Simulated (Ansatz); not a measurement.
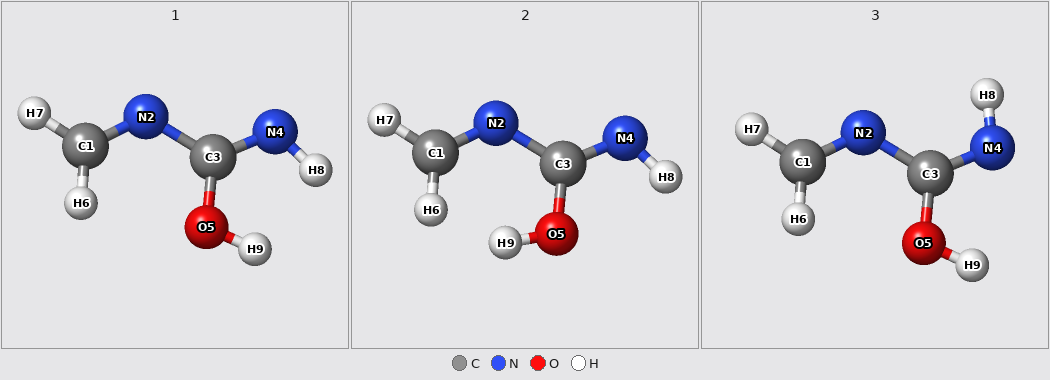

C2H4N2O, SMILES C=NC(=N)O. Coordinates scanned: (1) dihedral N2–C3–N4–H8; (2) dihedral N2–C3–O5–H9. Nothing is relaxed (all other coordinates rigid). The scan uses an 18 × 18 grid; 310 points were computed and 14 follow by symmetry. Points are written as (first, second). All energies are given in kcal/mol relative to the lowest grid point. The dihedral twists a double bond; near 90° a spin-restricted reference is unreliable. Level of theory: Ansatz 0.2.0, RHF/def2-SVP.

The numbered pictures are structures from this grid.

Question: Which is the most stable, and how do the others follow?

Answer: 3, at (0°, −180°): 0.0 kcal/mol; 1, at (−180°, −180°): 9.7 kcal/mol; 2, at (−180°, 0°): 17.0 kcal/mol.

The map, with the structures marked:

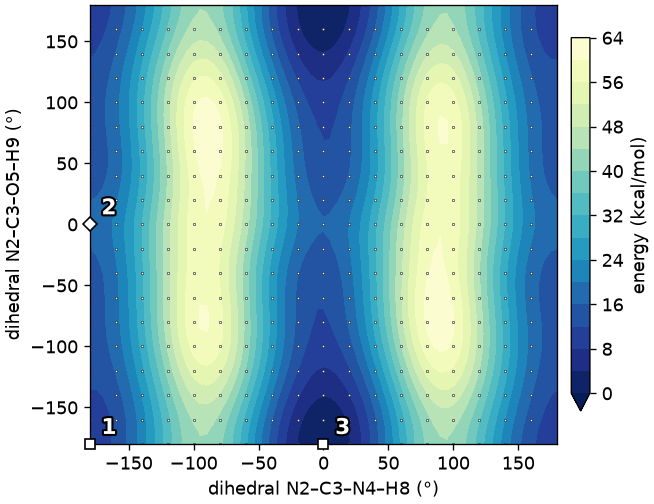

In the figure: filled contours, dots at the grid points. Between grid points the surface is interpolated.
